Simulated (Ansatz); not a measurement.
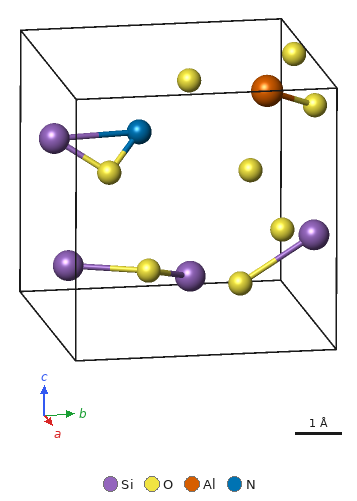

Starting frame of a dynamics run of an amorphous cell of composition AlSi₄NO₈ (14 atoms in the cell). The picture is a ball-and-stick view of the simulation cell, seen slightly off an axis. Bonds to atoms that aren't drawn are left out.

All numbers below come from DFT PBE, scalar-relativistic, plane waves, PAW in Ansatz.

The input:
```yaml
crystal:
  lattice:
    - [5.757211, -0.10848, 0.03555]
    - [-0.10848, 5.904711, -0.076798]
    - [0.03555, -0.076798, 5.974794]
  atoms:
    - { symbol: Si, position: [0.5379416786, 0.0097951379, 0.724757278] }
    - { symbol: Si, position: [0.2057111313, 0.604044729, 0.0839083955] }
    - { symbol: Si, position: [0.3029858192, 0.1152953039, 0.1717742816] }
    - { symbol: Si, position: [0.7995225574, 0.9511695112, 0.3842858267] }
    - { symbol: O, position: [0.3703354031, 0.9649284889, 0.961911669] }
    - { symbol: O, position: [0.1085049207, 0.6186592198, 0.8069254932] }
    - { symbol: O, position: [0.7590603209, 0.9621774286, 0.8691976888] }
    - { symbol: O, position: [0.8337952152, 0.6618696604, 0.2201356496] }
    - { symbol: O, position: [0.0404279058, 0.9922436847, 0.2014419042] }
    - { symbol: O, position: [0.3901765505, 0.4047492471, 0.1628304379] }
    - { symbol: O, position: [0.4849017865, 0.7743330865, 0.5560682087] }
    - { symbol: O, position: [0.6176463451, 0.2041050081, 0.6065378277] }
    - { symbol: Al, position: [0.8810301434, 0.7527374669, 0.9656191406] }
    - { symbol: "N", position: [0.5187506716, 0.3395144238, 0.7307373457] }
  symmetry: { detect: false }
basis:
  ecutwfc: 420
  xc_grid: 1
kpoints:
  mp_grid: { grid: [1, 1, 1], shift: [0.25, 0.25, 0.25] }
hamiltonian:
  xc: pbe
scf:
  occupations: { method: fermi_dirac, width: 0.3447 }
  lower_state_search: "off"
  convergence: { dr2_threshold: 1.0e-05 }
output:
  forces: true
  stress: true
md:
  timestep: 2.0
  n_steps: 250
  ensemble: nvt_langevin
  friction: 0.03
  temperature: 4000.0
  initial_velocities: maxwell_boltzmann
  seed: 70094
```

Run as
```bash
ansatz run input.yaml --threads 2 --pin off --max-ram 5120MiB --backend cpu --events-out ev --progress --plain --runs-dir out
```

**Predict how the run goes.**

The mean temperature in the second half is 3899 K (standard deviation 821 K). The potential energy is still drifting at the end, so the run hasn't reached equilibrium. The potential energy in the second half lies on average 308 meV per atom below the first frame. The first frame is far from relaxed (forces up to 17.6 eV/Å), so much of the motion is the structure settling. The mean pressure there is 2.3 GPa. In the second half of the run the atoms are, in the root-mean-square, this far from where they began (common drift taken out): O 2.12 Å, N 2.09 Å, Al 1.77 Å, Si 1.34 Å. Against the typical shortest distance between atoms in the first frame, about 1.6 Å these are large excursions, but over 500 fs one can't yet tell strong vibration from the start of diffusion. 12 of the 14 free atoms end more than three quarters of that spacing from the start. Bond changes: one N–Si bond breaks at about 36 fs; 7 O–Si bonds break between 58 fs and 454 fs; 3 Si–Si bonds form between 92 fs and 486 fs; 7 O–Si bonds form between 92 fs and 490 fs; 4 Si–Si bonds break between 260 fs and 500 fs.

Along the run (each row but the first and the last is the mean over the interval that it begins):

```csv
time (fs),potential energy (meV/atom),T (K),p (GPa)
0.0,0.0,3714,19.4
62.0,-137.5,3825,8.9
124.0,-99.2,4252,8.1
186.0,-181.0,5062,6.4
248.0,-226.9,4007,6.4
310.0,-212.7,3501,0.6
372.0,-379.2,4125,0.5
434.0,-404.6,3927,2.2
496.0,-526.8,5789,2.2
```

The paths of the atoms:

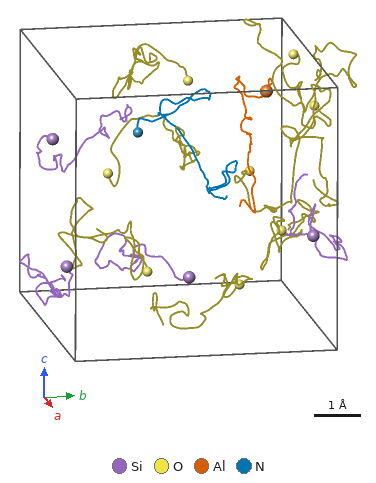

Limits of the set-up: the periodic images lie only 5.8 Å apart, so the values are limited by the cell's size.

Cost: 2.7 min on 2 threads of Arm Neoverse V2, with other jobs on the host, peak memory 0.37 GiB.
